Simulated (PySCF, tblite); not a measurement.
# C6H11BF2Si: geometry, infrared bands and NMR shifts

Aim: predict the infrared bands and NMR shifts of C6H11BF2Si (`FB(F)CC[SiH]1CC=CC1`).

Computed with tblite 0.8.0 and PySCF 2.14.0, with density-fitted response routines of our own, on a single molecule in the gas phase. Atoms count from 0, in the outputs and in this text.

**1. The molecule as given**

21 atoms, charge 0, multiplicity 1; geometry from: force field or distance geometry start.

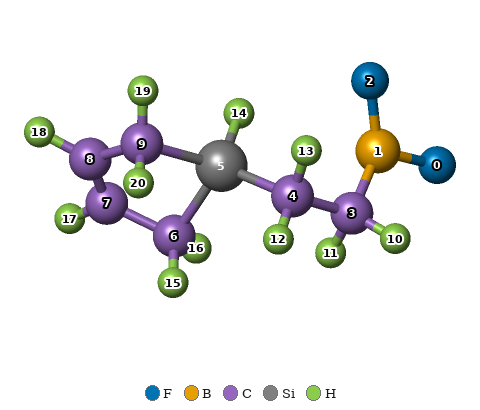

As it starts; fluorine blue, boron amber, carbon purple, silicon grey, hydrogen green, atoms numbered.

**2. Relaxing the molecule with GFN2-xTB**

Job settings and geometry (Å):

```
{"job": {"kind": "relax", "xc": "GFN2-xTB", "basis": "xTB"}, "charge": 0, "multiplicity": 1}
F      4.075000    -0.009100    -1.309700
B      2.864400     0.495300    -0.640700
F      2.653300     1.914400    -0.709900
C      2.334600    -0.383000     0.559800
C      1.116100     0.193600     1.259600
Si    -0.215600     0.328500    -0.018900
C     -1.050200    -1.286200    -0.409500
C     -2.374000    -0.760100    -0.735400
C     -2.769600     0.333000    -0.215300
C     -1.835700     1.004000     0.707400
H      3.158000    -0.637200     1.254000
H      1.982200    -1.362300     0.137800
H      0.820400    -0.389900     2.153800
H      1.325000     1.254600     1.579900
H      0.158400     0.982600    -1.253600
H     -1.092900    -1.917200     0.529600
H     -0.558100    -1.824500    -1.239000
H     -3.037100    -1.348900    -1.455400
H     -3.773200     0.795000    -0.418600
H     -1.859100     2.092100     0.683600
H     -1.930900     0.542200     1.694700
```

Launch:

```
$ OMP_NUM_THREADS=1 python probes_run.py task.json out
```

The driver reads the jobs from task.json and runs them one after another.

Log:

```text
step      E/eV     max force
  0    -840.55608    4.953
  1    -841.20121    3.730
  2    -841.52604    1.911
  3    -841.64298    1.311
  4    -841.72353    0.629
  5    -841.75204    0.412
  6    -841.78014    0.513
  7    -841.80125    0.429
  8    -841.82220    0.468
  9    -841.83602    0.305
 10    -841.84582    0.212
 11    -841.85287    0.183
 12    -841.85886    0.213
 13    -841.86489    0.188
 14    -841.87125    0.227
 15    -841.87678    0.181
 16    -841.88104    0.126
 17    -841.88501    0.150
 18    -841.88967    0.170
 19    -841.89499    0.210
 20    -841.90003    0.185
 21    -841.90386    0.128
 22    -841.90655    0.146
 23    -841.90884    0.105
 24    -841.91118    0.122
 25    -841.91360    0.114
 26    -841.91615    0.150
 27    -841.91867    0.139
 28    -841.92073    0.107
 29    -841.92215    0.072
 30    -841.92321    0.073
 31    -841.92441    0.095
 32    -841.92618    0.129
 33    -841.92878    0.152
 34    -841.93204    0.132
 35    -841.93527    0.123
 36    -841.93789    0.094
 37    -841.94004    0.107
 38    -841.94234    0.133
 39    -841.94516    0.126
 40    -841.94825    0.123
 41    -841.95120    0.123
 42    -841.95375    0.141
 43    -841.95592    0.159
 44    -841.95802    0.102
 45    -841.96037    0.100
 46    -841.96289    0.088
 47    -841.96427    0.087
 48    -841.96601    0.104
 49    -841.96803    0.105
 50    -841.97010    0.117
 51    -841.97195    0.135
 52    -841.97377    0.123
 53    -841.97639    0.126
 54    -841.98045    0.107
 55    -841.98212    0.094
 56    -841.98375    0.070
 57    -841.98453    0.070
 58    -841.98509    0.053
 59    -841.98558    0.049
 60    -841.98596    0.043
 61    -841.98650    0.036
 62    -841.98669    0.033
 63    -841.98695    0.032
 64    -841.98710    0.037
 65    -841.98734    0.039
 66    -841.98760    0.032
 67    -841.98781    0.026
 68    -841.98792    0.020
 69    -841.98798    0.019
 70    -841.98805    0.022
 71    -841.98815    0.021
 72    -841.98827    0.025
 73    -841.98836    0.019
 74    -841.98844    0.016
 75    -841.98850    0.016
 76    -841.98857    0.024
 77    -841.98866    0.032
 78    -841.98875    0.029
 79    -841.98885    0.027
 80    -841.98897    0.026
 81    -841.98913    0.032
 82    -841.98929    0.039
 83    -841.98942    0.031
 84    -841.98953    0.027
 85    -841.98964    0.028
 86    -841.98977    0.031
 87    -841.98988    0.033
 88    -841.98995    0.021
 89    -841.99000    0.013
 90    -841.99005    0.012
 91    -841.99008    0.014
 92    -841.99011    0.012
 93    -841.99014    0.011
 94    -841.99017    0.012
 95    -841.99021    0.013
 96    -841.99025    0.012
 97    -841.99028    0.010
 98    -841.99030    0.011
 99    -841.99033    0.011
100    -841.99036    0.012
101    -841.99038    0.008
```

Run time: 1 s. Hardware: 1 thread of Arm Neoverse V1, shared host; peak memory 0.18 GiB.

Relaxation path: (not every step is listed)

```tsv
step	energy from step 0 (eV)	largest force (eV/Å)
0	0.0000	4.9526
1	-0.6451	3.7299
2	-0.9700	1.9111
3	-1.0869	1.3108
4	-1.1675	0.6286
5	-1.1960	0.4122
6	-1.2241	0.5126
7	-1.2452	0.4293
8	-1.2661	0.4685
16	-1.3250	0.1255
24	-1.3551	0.1222
32	-1.3701	0.1294
40	-1.3922	0.1232
48	-1.4099	0.1035
56	-1.4277	0.0701
64	-1.4310	0.0366
72	-1.4322	0.0251
80	-1.4329	0.0261
88	-1.4339	0.0206
96	-1.4342	0.0117
97	-1.4342	0.0103
98	-1.4342	0.0108
99	-1.4343	0.0109
100	-1.4343	0.0117
101	-1.4343	0.0081
```

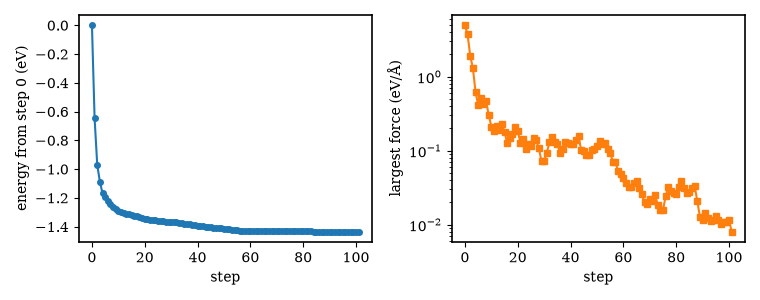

Energy and largest force along the relaxation.

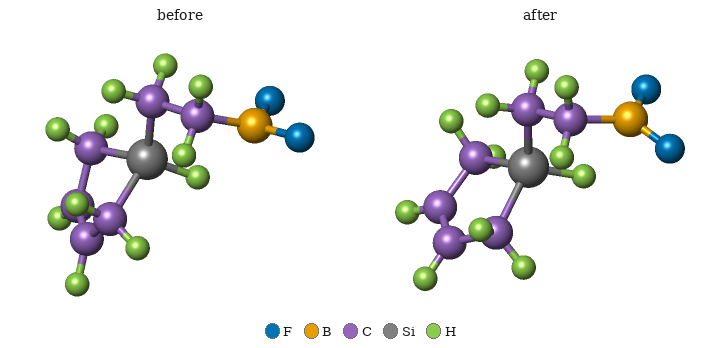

The geometry before (left) and after (right).

Distances of close pairs at the start and the end, largest changes first:

```tsv
bond	before (Å)	after (Å)	change (Å)
F0–B1	1.472	1.319	-0.153
B1–F2	1.436	1.319	-0.118
C7–H17	1.142	1.081	-0.061
Si5–C6	1.859	1.912	+0.053
C4–Si5	1.851	1.903	+0.052
C7–C8	1.274	1.321	+0.047
C8–H18	1.123	1.081	-0.043
C6–H15	1.132	1.092	-0.040
```

The next job starts from the end point, and lists it.

**3. Harmonic vibrations with GFN2-xTB**

Job settings and geometry (Å):

```
{"job": {"kind": "ir", "xc": "GFN2-xTB", "basis": "xTB"}, "charge": 0, "multiplicity": 1}
F      3.824466     0.012110    -1.372776
B      3.107412     0.471577    -0.365390
F      3.086887     1.788120    -0.294885
C      2.366004    -0.457798     0.666049
C      1.076854     0.170281     1.212770
Si    -0.202396     0.431342    -0.171614
C     -1.030365    -1.192577    -0.747899
C     -2.487436    -0.969962    -0.467094
C     -2.869273     0.160205     0.099842
C     -1.838381     1.189592     0.450243
H      3.044086    -0.666164     1.501110
H      2.146291    -1.425070     0.211191
H      0.671311    -0.465779     2.000918
H      1.320277     1.127398     1.672652
H      0.383761     1.182138    -1.293057
H     -0.686210    -2.081742    -0.215304
H     -0.888453    -1.399622    -1.809568
H     -3.186573    -1.748499    -0.737727
H     -3.904488     0.373714     0.325308
H     -2.082695     2.134590    -0.034363
H     -1.859999     1.383089     1.523824
```

Log:

```text
mode    cm-1     km/mol
  1      14.5      0.15
  2      22.9      0.23
  3      42.9      1.04
  4      69.8      0.77
  5     106.4      0.15
  6     158.9      2.41
  7     211.5      1.86
  8     251.9      4.11
  9     347.0      0.03
 10     353.2     17.69
 11     415.4     11.38
 12     425.2     17.55
 13     498.3     27.28
 14     585.8     76.52
 15     613.6     43.88
 16     643.5     13.33
 17     658.1     17.24
 18     695.5    128.10
 19     722.6     23.17
 20     748.3      3.18
 21     771.8    109.32
 22     786.9    105.12
 23     811.5     70.72
 24     835.4     73.64
 25     857.3     35.68
 26     902.3      0.01
 27     982.9      2.52
 28    1022.9     11.49
 29    1055.2      4.21
 30    1075.0      8.11
 31    1088.2      0.15
 32    1110.4     11.40
 33    1133.5      8.06
 34    1137.9     14.49
 35    1231.8     12.42
 36    1235.6    219.63
 37    1248.6     18.19
 38    1273.4    312.86
 39    1288.9     52.51
 40    1318.3     20.54
 41    1327.2    180.05
 42    1459.3      4.05
 43    1463.4      8.23
 44    1464.2      4.03
 45    1475.3      6.47
 46    1722.2     24.58
 47    2205.1    345.82
 48    2929.3     29.30
 49    2951.7     34.12
 50    2962.9     32.75
 51    2974.2     39.78
 52    2979.8     21.85
 53    2991.4      9.23
 54    2992.3     30.55
 55    3002.9     46.36
 56    3056.8     26.74
 57    3073.3    107.68
```

Wall time 1.1 s (1 thread of Arm Neoverse V1, shared host); peak memory 0.18 GiB.

The strongest bands and the atoms that carry them (share of the mass-weighted mode):

```tsv
cm⁻¹	km/mol	atoms
696	128.1	H17 15 %, H18 15 %, C6 12 %, C9 11 %
772	109.3	Si5 31 %, C6 14 %, C9 11 %
787	105.1	C3 18 %, H12 17 %, C4 13 %
1236	219.6	B1 46 %, F0 16 %, H11 14 %
1273	312.9	B1 60 %, F2 17 %
1327	180.1	C3 27 %, H11 25 %, B1 23 %
2205	345.8	H14 97 %
3073	107.7	H18 47 %, H17 45 %
```

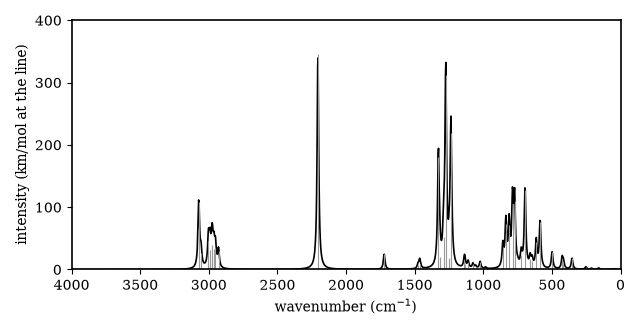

The infrared spectrum from these modes, unscaled. Lines are broadened to a width of 14 cm⁻¹ (Lorentzian).

**4. NMR shieldings: PBE0/pcSseg-1**

Settings changed since step 3:

```diff
@@ -1,2 +1,2 @@
-{"job": {"kind": "ir", "xc": "GFN2-xTB", "basis": "xTB"}, "charge": 0, "multiplicity": 1}
+{"job": {"kind": "nmr", "xc": "PBE0", "basis": "pcSseg-1"}, "charge": 0, "multiplicity": 1}
 F      3.824466     0.012110    -1.372776
```

Level: GIAO PBE0/pcSseg-1 NMR shielding, non-relativistic, gas phase.

Log:

```text
coarse grid: 18224 points
cycle   1  E = -748.5454138920  dE =  1.164e+00  |g| = 7.555e-01  |ddm| = 4.111e+00
cycle   2  E = -748.4892173396  dE =  5.620e-02  |g| = 9.790e-01  |ddm| = 1.116e+00
cycle   3  E = -748.6594149210  dE = -1.702e-01  |g| = 6.806e-02  |ddm| = 6.272e-01
cycle   4  E = -748.6601372927  dE = -7.224e-04  |g| = 3.195e-02  |ddm| = 6.800e-02
cycle   5  E = -748.6603538628  dE = -2.166e-04  |g| = 5.341e-03  |ddm| = 2.676e-02
cycle   6  E = -748.6603604089  dE = -6.546e-06  |g| = 1.435e-03  |ddm| = 7.211e-03
final grid: 172688 points
cycle   7  E = -748.7278731837  dE = -7.299e-05  |g| = 9.188e-03  |ddm| = 3.189e-02
cycle   8  E = -748.7278647228  dE =  8.461e-06  |g| = 1.084e-02  |ddm| = 1.724e-02
cycle   9  E = -748.7278948070  dE = -3.008e-05  |g| = 8.219e-04  |ddm| = 9.469e-03
cycle  10  E = -748.7278949168  dE = -1.099e-07  |g| = 4.722e-04  |ddm| = 1.059e-03
cycle  11  E = -748.7278949733  dE = -5.646e-08  |g| = 7.116e-05  |ddm| = 4.278e-04
cycle  12  E = -748.7278949744  dE = -1.068e-09  |g| = 2.444e-05  |ddm| = 8.354e-05
cycle  13  E = -748.7278949745  dE = -1.251e-10  |g| = 3.698e-06  |ddm| = 2.109e-05
converged SCF energy = -748.7278949745

GIAO shielding tensors (ppm)
atom      isotropic    diamagn.    paramagn.     s11        s22        s33       span
  0 F      232.223     464.312    -232.089     48.944    288.006    359.719    310.774
  1 B       71.349     192.202    -120.854     42.800     80.177     91.069     48.269
  2 F      242.981     469.401    -226.419     57.676    287.154    384.114    326.438
  3 C      176.903     254.073     -77.170    169.619    171.502    189.587     19.968
  4 C      178.132     255.410     -77.278    169.940    178.886    185.571     15.631
  5 Si     349.410     882.511    -533.100    304.763    361.482    381.986     77.224
  6 C      168.114     254.671     -86.558    155.155    160.905    188.281     33.126
  7 C       48.968     254.930    -205.963    -59.882     66.639    140.146    200.028
  8 C       48.506     255.213    -206.708    -60.304     65.372    140.448    200.752
  9 C      167.418     255.120     -87.702    154.179    159.040    189.034     34.855
 10 H       30.188      27.613       2.575     24.780     27.850     37.933     13.153
 11 H       30.614      32.646      -2.032     25.786     30.474     35.581      9.795
 12 H       30.899      33.645      -2.745     26.009     29.636     37.053     11.044
 13 H       30.627      33.079      -2.452     25.906     29.567     36.408     10.502
 14 H       27.258      31.855      -4.597     23.560     26.748     31.467      7.907
 15 H       30.197      33.155      -2.958     25.309     29.247     36.034     10.724
 16 H       29.956      32.029      -2.073     25.138     28.167     36.563     11.424
 17 H       25.627      29.622      -3.995     23.114     26.536     27.231      4.116
 18 H       25.641      29.321      -3.679     23.169     26.389     27.366      4.197
 19 H       29.958      31.216      -1.258     25.271     27.783     36.819     11.548
 20 H       30.214      32.254      -2.040     25.629     28.720     36.294     10.665
```

Wall time 62 s (1 thread of Arm Neoverse V1, shared host); peak memory 1.1 GiB.

Shifts follow as δ = σ(reference) − σ, with reference shieldings (ppm) from runs at the same level and on the same kind of geometry: ¹H TMS 31.72, ¹³C TMS 186.9, ²⁹Si TMS 349.2, ¹⁹F CFCl3 170.9, ¹¹B BF3·OEt2 100.1. The references are single molecules in the gas phase, so shifts against H2O, NH3, PH3, H3PO4 or CFCl3 are not on the usual liquid scales and can be off by tens of ppm. Atoms listed in one row are averaged.

```tsv
atoms	environment	σ (ppm)	δ (ppm)	δ scaled to CDCl3
C7, C8	alkene CH	48.7	138.2	133.0
C6, C9	allylic sp3 CH2 bonded to Si	167.8	19.2	16.8
C3	sp3 CH2 bonded to B	176.9	10.0	7.9
C4	sp3 CH2 bonded to Si	178.1	8.8	6.7
H17, H18	hydrogen on an alkene CH	25.63	6.08	5.84
H14	hydrogen on a silicon bonded to 3 C, in a 5-membered ring	27.26	4.46	–
H16, H19	hydrogen on an allylic sp3 CH2 bonded to Si	29.96	1.76	1.76
H15, H20	hydrogen on an allylic sp3 CH2 bonded to Si	30.21	1.51	1.53
H10, H11	hydrogen on an sp3 CH2 bonded to B	30.40	1.32	1.35
H12, H13	hydrogen on an sp3 CH2 bonded to Si	30.76	0.95	1.00
F0, F2	fluorine bonded to B	237.6	-66.7	–
B1	boron bonded to C, 2 F	71.3	28.7	–
Si5	silicon bonded to 3 C, H, in a 5-membered ring	349.4	-0.3	–
```

The scaled column applies a straight-line fit of computed shieldings to shifts measured in CDCl3, and one for carbons that bear F (root-mean-square error 0.16 ppm for H, 1.9 ppm for C).

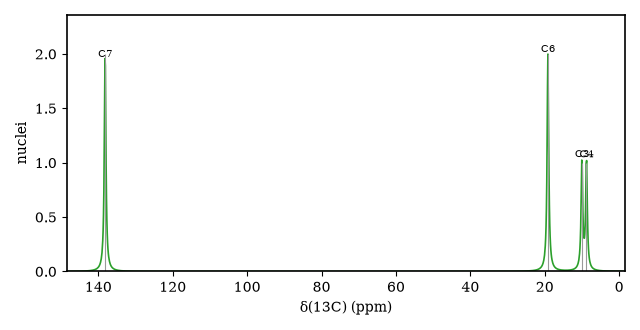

¹³C lines at the computed shifts, without couplings. Lines are broadened to a width of 0.52 ppm (Lorentzian).

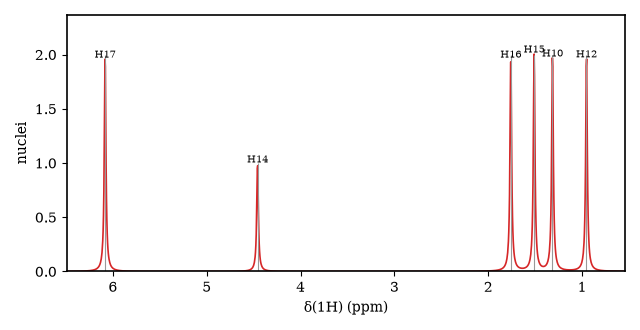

¹H lines at the computed shifts, without couplings. Lines are broadened to a width of 0.02 ppm (Lorentzian).

The run also stored atomic charges by several schemes (e):

```tsv
atoms	Mulliken	IAO	Hirshfeld	ESP fit
F0, F2	-0.29	-0.31	-0.14	-0.28
B1	0.76	0.73	0.31	0.66
C3	-0.49	-0.45	-0.15	-0.28
C4	-0.53	-0.53	-0.16	-0.24
Si5	0.89	0.89	0.38	0.32
C6, C9	-0.52	-0.55	-0.17	-0.07
C7, C8	-0.16	-0.15	-0.05	-0.21
```

ESP fit charges:

F0 -0.30; B1 0.66; F2 -0.27; C3 -0.28; C4 -0.24; Si5 0.32; C6 0.02; C7 -0.31; C8 -0.12; C9 -0.16; H10 0.11; H11 0.05; H12 0.10; H13 0.07; H14 -0.09; H15 0.04; H16 0.02; H17 0.14; H18 0.11; H19 0.07; H20 0.05

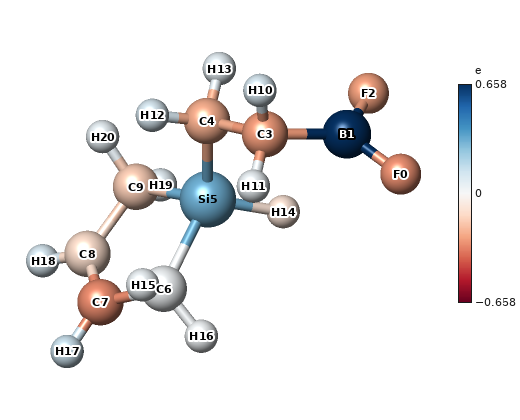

ESP fit charges, as colours on the atoms.

Mayer bond orders: F0–B1 1.13, B1–F2 1.10, B1–C3 0.99, C3–C4 1.02, C4–Si5 0.93, Si5–C6 0.88, C6–C7 1.05, C7–C8 1.91, C8–C9 1.05, C9–Si5 0.89.

Ring of atoms Si5, C6, C7, C8, C9: NICS(0) -1.9, NICS(1) -2.8, NICS(1)zz -1.5 ppm (means of both faces).

**5. Outcome**

| quantity | value |
| --- | --- |
| strongest single infrared mode (GFN2-xTB) | 2205 cm⁻¹, 346 km/mol |
| zero-point energy (GFN2-xTB) | 99.8 kcal/mol |
| ¹³C shifts against TMS (PBE0/pcSseg-1, means over atoms taken as alike) | 138.2, 19.2, 10.0, 8.8 ppm |
| ¹H shifts against TMS (PBE0/pcSseg-1, means over atoms taken as alike) | 6.08, 4.46, 1.76, 1.51, 1.32, 0.95 ppm |
| ¹⁹F shifts against CFCl3 (PBE0/pcSseg-1, means over atoms taken as alike) | -66.7 ppm |
| ¹¹B shifts against BF3·OEt2 (PBE0/pcSseg-1) | 28.7 ppm |
| ²⁹Si shifts against TMS (PBE0/pcSseg-1) | -0.3 ppm |

In words: The optimisation took 101 steps and gained 1.434 eV; among the close pairs (by a distance rule), F0–B1 changed most, from 1.472 to 1.319 Å. No mode is imaginary among the 57: a minimum at this level. The strongest single mode, at 2205 cm⁻¹, moves mainly H14. Unscaled tight-binding wavenumbers are off by several per cent, some by more. Its intensities can rank the bands wrongly. C7, C8 (mean) (alkene CH) lies farthest downfield among carbon, at 138.2 ppm; the olefinic region. The most deshielded hydrogen is H17, H18 (mean) (hydrogen on an alkene CH), at 6.08 ppm: attached to an sp2 carbon and in the plane of the double bond. At PBE0/pcSseg-1: The largest span, 319 ppm, is at F0, F2, where the paramagnetic term is -229 ppm.
